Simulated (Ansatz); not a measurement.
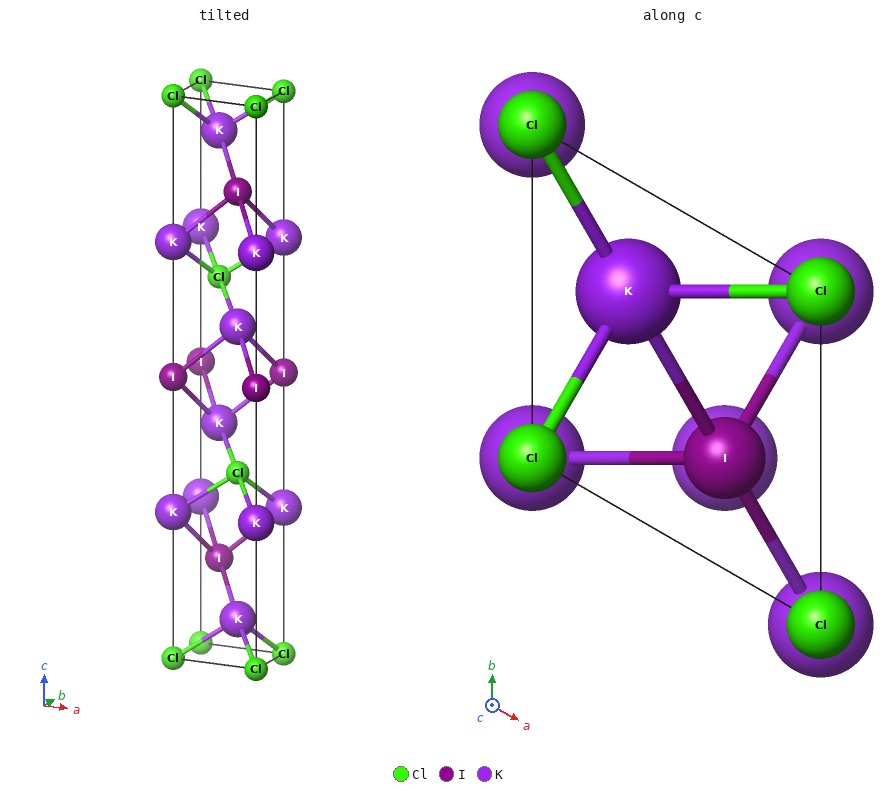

A ball-and-stick rendering, viewed slightly off an axis and along the c axis. The parallelepiped is the conventional unit cell.

K2ICl, space group R-3m (No. 166), a = 4.715 Å, b = 4.715 Å, c = 23.291 Å, α = 90.00°, β = 90.00°, γ = 120.00°. Starting structure: a structure type filled with these elements by a generator (whether the compound takes this form wasn't checked). Earlier steps of the study may have refined or changed the cell and positions. It was run through Ansatz as a DFT input.

This one geometry was computed with Ansatz (DFT, plane waves, PAW) at five levels of theory: PBE with spin-orbit coupling, HSE06, r2SCAN, PBE0 and PBE. It was relaxed beforehand with r2SCAN.

**How does the band gap change with the level of theory?**

PBE with spin-orbit coupling: a gap of 3.49 eV, direct; PBE: a gap of 3.81 eV, direct; r2SCAN: a gap of 4.38 eV, direct; HSE06: a gap of 4.82 eV, direct; PBE0: a gap of 5.52 eV, direct.

**Collect the results in a table.**

| level | cutoff (eV) | k-mesh of the run's cell | gap (eV) | pressure (GPa) |
| --- | --- | --- | --- | --- |
| PBE with spin-orbit coupling | 420 | 6×6×6 | 3.49 | 0.6 |
| HSE06 | 420 | 4×4×4 | 4.82 | 0.4 |
| r2SCAN | 500 | 6×6×6 | 4.38 | 0.0 |
| PBE0 | 420 | 4×4×4 | 5.52 | 0.3 |
| PBE | 420 | 6×6×6 | 3.81 | 0.6 |

Gaps are taken on the k-mesh or band path of each run.
